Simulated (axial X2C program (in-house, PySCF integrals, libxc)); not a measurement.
# Relativistic diatomic calculation, with input and output: TlGe⁺

System: TlGe⁺, single determinant with Ω = 2.
Method: PBE0, two-component X2C with atomic mean-field Coulomb and Gaunt terms, Tl dyall-v2z, Ge dyall-v2z (cores contracted) (axial X2C program (in-house, PySCF integrals, libxc)).

## Input
```
{"zs": [81, 32], "q": 1, "bas": ["dyall-v2z", "dyall-v2z"], "levels": ["PBE0", "HF", "PBE", "B3LYP"], "cc": false, "r0": 4.505, "npts": 10, "nst": 2, "ntry": 6}
```

The line is the task of a batch: nuclear charges, charge, bases, the levels to run, a first guess of the distance and further settings. This report covers PBE0 with spin-orbit coupling. The log is that of the reference distance 3.239 Å, started from orbitals converged before.

Launched within a batch (the task file carries these settings):
```bash
python <driver script> task.json out
```

## Output
```
two-component X2C + atomic mean field  PBE0
basis functions 182  fitting functions 1126  grid points 5805
iter        total energy     max residual
   1     -22351.854951706     8.92e-05
   2     -22351.854951707     9.47e-06
converged
one-electron -31449.40350898  Coulomb 9160.30195868  exact exchange -114.72783401  xc functional -351.45067031  nuclear repulsion 423.47247012  atomic mean-field constant -20.04736722
```

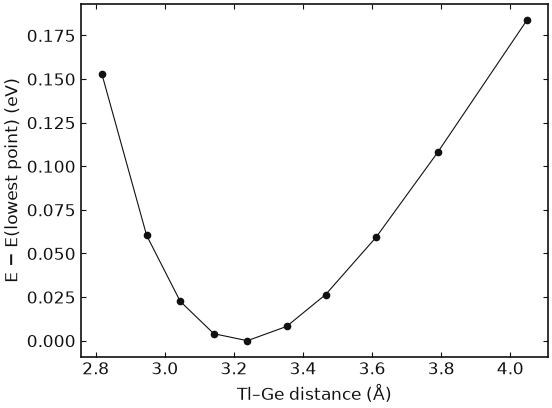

**Figure 1.** Energy at 10 bond lengths, for one set of occupations held fixed; the line joins the points. A polynomial of degree 6 through 9 points gives rₑ = 3.224 Å, ωₑ = 76.45 cm⁻¹, ωₑxₑ = 0.33 cm⁻¹ and Bₑ = 0.02986 cm⁻¹. The minimum lies 0.64 eV below Tl⁺ + Ge, each computed as one determinant at the same level.

## What the run reported

| quantity | value |
| --- | --- |
| outcome | converged |
| bond length rₑ | 3.224 Å |
| ωₑ | 76.45 cm⁻¹ |
| energy at the minimum | −22351.85496 hartree |
| depth below the fragments | 0.64 eV |
| hardware | 1 thread of Arm Neoverse N1, 54 GiB of memory available, shared host |
| wall time | 16 s |
| peak memory | 0.4 GiB |

## What is odd here

This input holds a deliberate oddity: far start. The program ran to the end. Its numbers are those of the input as typed; this run alone doesn't show how far the oddity moves them.
